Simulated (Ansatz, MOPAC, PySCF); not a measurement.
Potential energy curve for GaSi (cation, charge +1), lowest triplet found (which spin is the ground state isn't settled by this scan).

- UKS-BLYP = unrestricted BLYP/aug-cc-pVDZ (Ansatz, a program for electronic structure)
- UMP2/6-31G* = unrestricted MP2 (frozen core)/6-31G*, spherical d (PySCF)
- PM6, unrestricted, heats of formation (MOPAC)
- UKS-B3LYP/6-31G* = unrestricted B3LYP/6-31G*, spherical d (PySCF 2.14.0)
- UCCSDT = Ansatz with CCSDT on UHF/aug-cc-pVDZ, cores with 3d frozen

Energies are in kJ/mol, each relative to the lowest point of its own curve between 2.53 and 3.41 Å, where full CI is lowest.

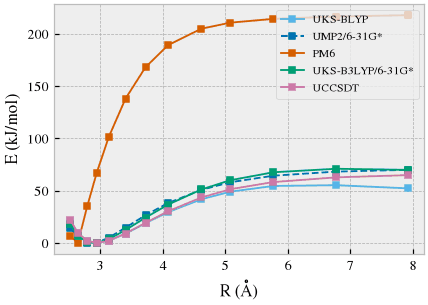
Figure. Energy against bond length for each method.

| R / Å | UKS-BLYP | UMP2/6-31G* | PM6 | UKS-B3LYP/6-31G* | UCCSDT |
|---|---|---|---|---|---|
| 2.53 | 21.0 | 14.7 | 6.7 | 17.7 | 21.8 |
| 2.65 | 9.1 | 4.9 | 0.0 | 6.8 | 9.4 |
| 2.80 | 1.9 | 0.0 | 35.4 | 0.7 | 2.0 |
| 2.95 | 0.0 | 0.4 | 67.0 | 0.0 | 0.0 |
| 3.14 | 2.0 | 4.9 | 100.9 | 3.5 | 2.0 |
| 3.41 | 8.9 | 14.6 | 137.9 | 12.3 | 9.0 |
| 3.73 | 18.8 | 26.6 | 168.0 | 24.2 | 19.2 |
| 4.09 | 29.4 | 38.1 | 189.1 | 36.6 | 30.3 |
| 4.62 | 41.7 | 50.7 | 204.7 | 51.1 | 43.4 |
| 5.08 | 48.9 | 58.0 | 210.5 | 59.9 | 51.3 |
| 5.77 | 54.4 | 64.2 | 214.1 | 67.5 | 58.2 |
| 6.77 | 55.2 | 68.2 | 216.4 | 70.9 | 62.6 |
| 7.91 | 52.2 | 69.8 | 217.6 | 69.8 | 64.8 |

The scan ran from 1.66 to 7.91 Å; beyond the distances shown full CI changes its symmetry label.
